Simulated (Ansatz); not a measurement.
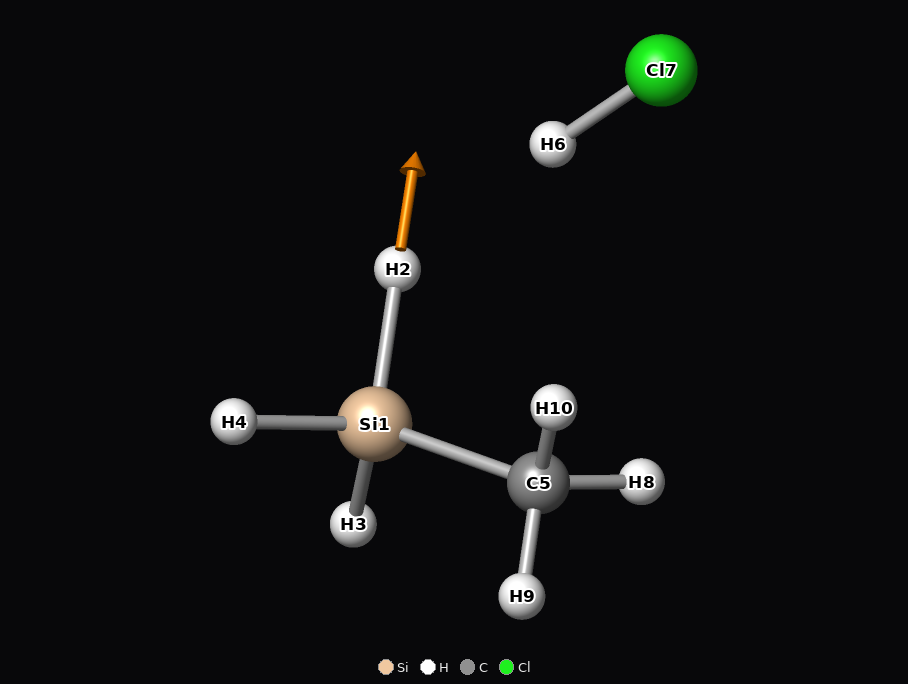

The arrows show one normal mode. Harmonic vibrations computed with RKS PBE0-D4/def2-TZVP (Ansatz 0.2.0) at a stationary point of the same level.

Describe the motion.

Mostly Si–H stretching.

At what wavenumber does it lie?

2169 cm⁻¹; it is mode 18 of 24 counted from the lowest.
